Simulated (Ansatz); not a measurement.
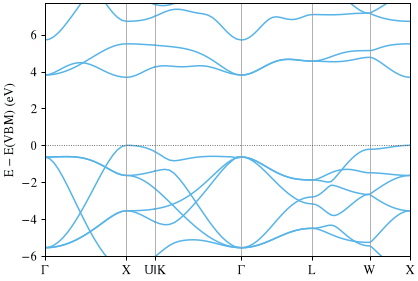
Band structure from plane-wave PAW PBEsol (Ansatz code)

Problem. Read off the gap and where the band edges lie.

Solution. About 3.7 eV (3.69 eV by a search for the band edges); maximum at X, minimum at X.

Problem. Which of these materials gives this?
(A) Mg2SnO4, spinel
(B) MgO, rock salt
(C) C, Fd-3m (C on 32e)
(D) HfO2, fluorite

Solution. D, HfO2, fluorite

Space group Fm-3m (fluorite). This is a known high-temperature phase of the composition, computed here at zero pressure and temperature. Symmetry was held in the PBEsol relaxation; whether a distortion lowers the energy is not shown. The run is not spin-polarised. Spin–orbit coupling is left out wherever it is not named.

Potentials: the earlier of the program's two PAW sets. The files were generated under PBE; for other functionals the program regenerates the frozen cores, and for LDA and PBEsol the local potential too.
